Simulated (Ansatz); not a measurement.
# SiN₂H₅: frequency calculation

SiN₂H₅, multiplicity 2, computed with HF/3-21G, UHF (Ansatz 0.2.0).

The geometry was optimised with HF/3-21G. Figures and captions count atoms from 1; the log counts them from 0 in places.

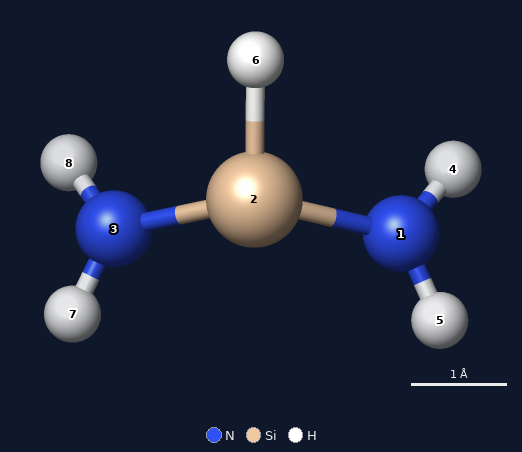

Figure 1. The input geometry (ball-and-stick view, seen at a tilt; atoms are numbered from 1 in the order of the input). Bond lengths as drawn: H–N 1.00 Å, H–Si 1.49 Å and N–Si 1.74 Å.

Input file:
```yaml
crystal:
  periodic: [false, false, false]
  atoms:
    - {symbol: "N", position_ang: [-1.133323, 0.782055, -0.650159]}
    - {symbol: Si, position_ang: [0.481657, 0.520259, -0.053594]}
    - {symbol: "N", position_ang: [1.056999, -1.087604, 0.287505]}
    - {symbol: H, position_ang: [-1.910229, 0.998375, -0.056120]}
    - {symbol: H, position_ang: [-1.387281, 0.684227, -1.611680]}
    - {symbol: H, position_ang: [0.552371, 1.253719, 1.243335]}
    - {symbol: H, position_ang: [1.412484, -1.704967, -0.413268]}
    - {symbol: H, position_ang: [1.019122, -1.503164, 1.198081]}
basis:
  gaussian: {orbitals: 3-21G.json}
phonons: {temperatures: {t_min: 298.15, t_max: 298.15, t_step: 1}}
hamiltonian: {xc: hf}
magnetization: {spin_polarized: true, initial_magnetization: 1}
```

Run on 1 thread of Arm Neoverse V2, 24 GiB of memory available, shared host.

Command:
```bash
ansatz run input.yaml --threads 1 --pin off --max-ram 3480MiB --events-out events.jsonl --progress --plain --runs-dir runs
```

The program's output:
```
Functional definition: HF
  name "HF"
  exchange = exact_x
  correlation = 0
540 factors; integrals over basis functions are off by at most 3.3e-4 eV
mean field evaluation 1: about -10844.3431 eV, gradient 2.4e1 eV
mean field evaluation 2: about -10844.3442 eV, gradient 2.4e1 eV
mean field evaluation 4: about -10846.6867 eV, gradient 1.7e0 eV
mean field evaluation 8: about -10846.7230 eV, gradient 1.5e-4 eV
mean field -10846.72298942 eV, -398.6097176883 hartree, gradient 1.8e-5 eV, S^2 0.752855; 0 other end points of the search recorded, 0 dependent functions left out
the calculation of the forces begins
reference -10846.72298942 eV, -398.6097176883 hartree; 17, 16 occupied and 24, 25 virtual orbitals, 540 factors
these checks for a lower state are left out or cut short: stability, starts, cluster_reference, orbital_swaps, neighbouring_geometries, increment
540 factors; integrals over basis functions are off by at most 3.3e-4 eV
mean field evaluation 16: about -10846.7228 eV, gradient 7.6e-5 eV
mean field -10846.72278209 eV, -398.6097100691 hartree, gradient 1.4e-6 eV, S^2 0.752854; 0 other end points of the search recorded, 0 dependent functions left out
[... from here on the field's lines of each further geometry are left out, up to the last ...]
the calculation of the forces begins
reference -10846.72285804 eV, -398.6097128603 hartree; 17, 16 occupied and 24, 25 virtual orbitals, 540 factors
these checks for a lower state are left out or cut short: stability, starts, cluster_reference, orbital_swaps, neighbouring_geometries, increment
540 factors; integrals over basis functions are off by at most 3.3e-4 eV
mean field -10846.72285867 eV, -398.6097128834 hartree, gradient 1.5e-6 eV, S^2 0.752852; 0 other end points of the search recorded, 0 dependent functions left out
the calculation of the forces begins
reference -10846.72285867 eV, -398.6097128834 hartree; 17, 16 occupied and 24, 25 virtual orbitals, 540 factors
Total energy: -10846.72298942 eV, -398.6097176883 hartree
Atom 0 at    -1.133323     0.782055    -0.650159 Å, force     0.000416     0.000054    -0.000402 eV/Å
Atom 1 at     0.481657     0.520259    -0.053594 Å, force    -0.000059    -0.000186    -0.000070 eV/Å
Atom 2 at     1.056999    -1.087604     0.287505 Å, force     0.000025    -0.000036    -0.000245 eV/Å
Atom 3 at    -1.910229     0.998375    -0.056120 Å, force    -0.000022    -0.000167    -0.000212 eV/Å
Atom 4 at    -1.387281     0.684227    -1.611680 Å, force    -0.000331     0.000096     0.000473 eV/Å
Atom 5 at     0.552371     1.253719     1.243335 Å, force     0.000043     0.000120     0.000282 eV/Å
Atom 6 at     1.412484    -1.704967    -0.413268 Å, force    -0.000130     0.000062     0.000528 eV/Å
Atom 7 at     1.019122    -1.503164     1.198081 Å, force     0.000058     0.000057    -0.000354 eV/Å
Dipole moment:    -0.133801    -0.207812    -0.102049 e Å
Vibrations: 156.98 309.84 334.62 550.98 576.29 612.67 816.49 845.55 970.48 1001.49 1044.62 1774.59 1775.42 2245.56 3725.80 3726.15 3835.51 3835.96 cm⁻¹, zero-point energy 1.744397 eV
```

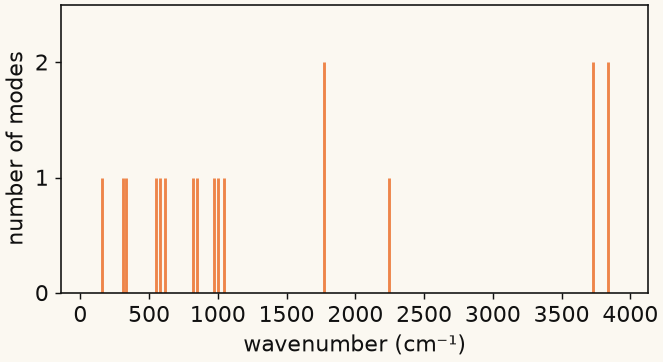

Figure 2. Harmonic vibrational wavenumbers from the force constants; neighbouring modes closer than 17 cm⁻¹ are counted in one stick. 18 modes from 157 to 3836 cm⁻¹, none imaginary.

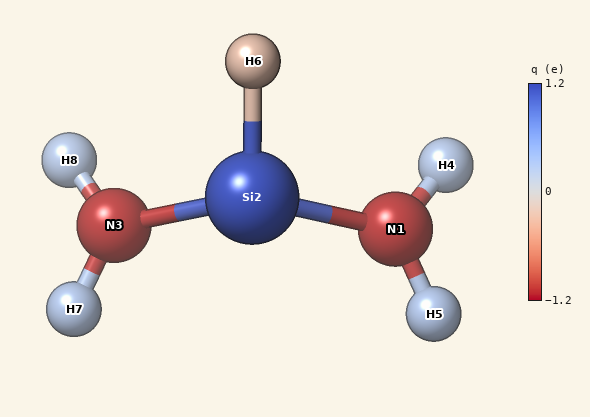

Figure 3. Mulliken charges, as the colour of each atom (ball-and-stick view, seen at a tilt; atoms are numbered from 1 in the order of the input; Mulliken charges depend strongly on the basis). By element: N −1.09, Si +1.11 and H −0.24 to +0.33 e.

Summary:

```tsv
quantity	value
outcome	converged
total energy	−398.609718 hartree
basis functions	41
largest force	0.001 eV/Å
⟨S²⟩	0.753
zero-point energy	0.064105 hartree
dipole moment	1.28 D
wavenumbers, lowest and highest	157 and 3836 cm⁻¹
wall time	12 s
peak memory	0.089 GiB
```
